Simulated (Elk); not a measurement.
Band structure of Cs (Im-3m, 1 atom in the cell).

```yaml
crystal:
  lattice:
    - [-3.05549, 3.05549, 3.05549]
    - [3.05549, -3.05549, 3.05549]
    - [3.05549, 3.05549, -3.05549]
  atoms:
    - { symbol: Cs, position: [0.00000, 0.00000, 0.00000] }
```

Method of the run: PBE, all-electron FP-LAPW, Elk's shipped species files, APW+lo basis with extra local orbitals in Elk 10.2.4.

Settings: xctype = 20; rgkmax = 8; stype = 3; swidth = 0.00499791 Ha; ngridk = 5 5 5; gmaxvr = 14 1/bohr; nxlo = 2; lorbcnd = true; lmaxi = 3.

The starting cell has typed, rounded lattice constants, without a prior relaxation at this level. Its lattice was rescaled by a random factor within 2.5 % of one. Values depend on the basis (sphere radii, cutoffs, local orbitals), which need not be converged.

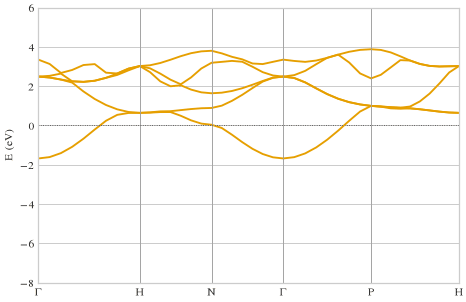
*Bands along the path, energies from the Fermi level.*

Levels in eV from the Fermi level, bands 6 to 13:
```tsv
point	6	7	8	9	10	11	12	13
Γ	-23.85	-10.59	-10.59	-10.59	-1.68	2.49	2.49	2.49
H	-23.84	-10.69	-10.69	-10.69	0.64	0.64	3.03	3.03
N	-23.84	-10.73	-10.64	-10.59	0.04	0.89	1.64	3.19
P	-23.84	-10.66	-10.66	-10.66	1.00	1.00	1.00	2.40
```

Bands cross the Fermi level along this path, so the cell is metallic at this level.
